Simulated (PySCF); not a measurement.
# Br2Tl (Tl(Br)2+): the cost of one run

Computed with PySCF 2.14.0. Level: PBE0, Tl def2-SVP with ECP60, Br def2-SVP; scalar-relativistic core potentials, no spin–orbit coupling.

1 further run of the same task is left out (for a known fault of the program).

## 1. The system as given

3 atoms, charge 1, spin multiplicity 1.

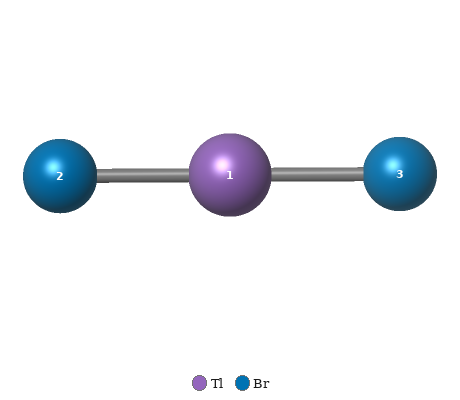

The structure; thallium purple, bromine blue; atoms are numbered from 1 in the order of the file.

Geometry (Å):

```
Tl    0.0000    0.0000    0.2417
Br    2.4300    0.0000    0.2421
Br   -2.4300    0.0000    0.2421
```

Formal oxidation states: Tl +3. An earlier session relaxed this geometry at PBE0, Tl def2-SVP with ECP60, Br def2-SVP (singlet, point group D∞h).

Its energy there is -5319.371164 Eh.

## 2. One electron removed, multiplicity 2

Contents of run.py (the lines that set the calculation):

```python
mol = gto.M(atom='''
Tl     0.00000     0.00000     0.24173
Br     2.43004     0.00000     0.24211
Br    -2.43004     0.00000     0.24211''',
    basis={'Tl': 'def2-SVP', 'Br': 'def2-SVP'},
    ecp={'Tl': 'def2-SVP'},
    charge=2, spin=1)
mf = dft.UKS(mol, xc='PBE0')
mf.grids.atom_grid = (50, 194)
mf = mf.density_fit()  # fitting sets: Tl def2-universal-JKFIT, Br def2-universal-JKFIT
mf.conv_tol = 1e-08; mf.max_cycle = 55
mf.kernel(dm0)  # dm0: the density of the relaxed state
```

Launch:

```bash
> OMP_NUM_THREADS=2 python run.py
```

**Question.** How long does this run take on 2 threads of Arm Neoverse V1, shared host?

About 2.2 s.
